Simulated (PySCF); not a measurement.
# C2H9NSSi: the cost of one run

Programs: PySCF 2.14.0, with density-fitted response routines of our own. Each step states its level of theory. These are calculated values for one molecule in the gas phase, unless marked as measured. Atoms count from 0, in the outputs and in this text.

**1. The molecule as given**

14 atoms, charge 0, multiplicity 1; geometry from: GFN2-xTB.

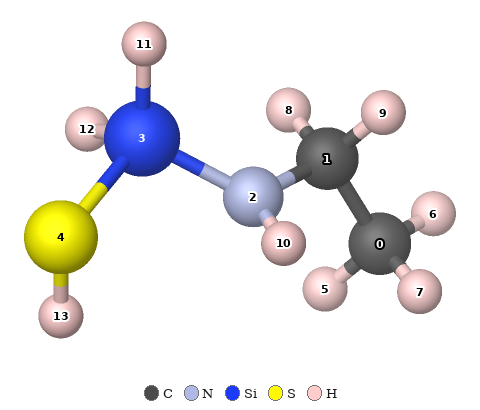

The starting geometry (carbon dark grey, nitrogen light blue, silicon blue, sulfur yellow, hydrogen pink), atoms numbered.

**2. Excited states and response: CAM-B3LYP/def2-SVPD**

The job: settings as JSON, then the geometry in Å.

```
{"job": {"kind": "uv", "xc": "CAM-B3LYP", "basis": "def2-SVPD", "nstates": 8, "ntriplets": 3}, "charge": 0, "multiplicity": 1}
C     -1.678425    -0.742426    -1.097159
C     -1.036034    -0.446659     0.252694
N      0.093298     0.442049     0.106434
Si     1.506113     0.345980     1.058767
S      2.857520     1.815446     0.262443
H     -0.945826    -1.177840    -1.772081
H     -2.503565    -1.439144    -0.975955
H     -2.059400     0.173568    -1.544072
H     -0.670056    -1.370723     0.703675
H     -1.786891    -0.019617     0.931697
H     -0.166806     1.321071    -0.318557
H      1.416511     0.706966     2.471026
H      2.082253    -0.981085     0.869804
H      2.890629     1.337096    -0.970884
```

With the program's defaults for keys left out, this is: TDDFT CAM-B3LYP/def2-SVPD, vertical, gas phase, core orbitals frozen in the response.

The run is started by

```console
> OMP_NUM_THREADS=1 python probes_run.py task.json out
```

This one command runs all jobs of the session in turn.

**Question.** How long does this first job take on 1 thread of Arm Neoverse N1, shared host, and how much memory does it need?

About 49 s, with a peak of 0.77 GiB.
